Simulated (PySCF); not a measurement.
BCl (charge −1, doublet)

```yaml
atoms:
  - { symbol: B, position_ang: [0.0000, 0.0000, -1.4496] }
  - { symbol: Cl, position_ang: [0.0000, 0.0000, 0.4564] }
```

Theory: PySCF 2.14.0, PBE0/aug-pcseg-1, non-relativistic, at a bond length of 1.906 Å.

What will maps of the electron density, electron localisation function and spin density show?

Answer. B–Cl (1.91 Å): ρ at the midpoint is about 0.97 e/Å³, with its minimum of 0.71 e/Å³ about 0.6 Å from B; the ELF peaks at about 0.90 between the atoms (a polar covalent bond).
The unpaired spin (1 electron) lies mostly on B1 (about 0.9) and Cl2 (about 0.1), in electrons by Hirshfeld's partition.

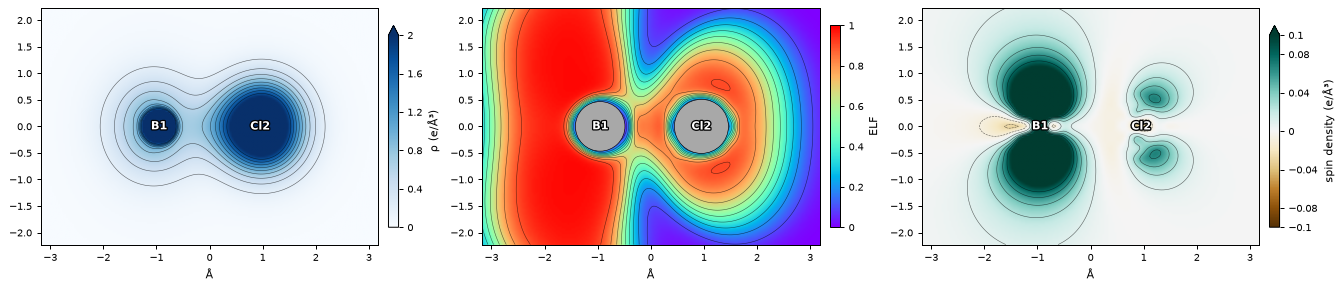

Computed electron density, electron localisation function and spin density on a plane that holds the molecular axis, in this order. Grey discs cover the atomic cores in the ELF map. 
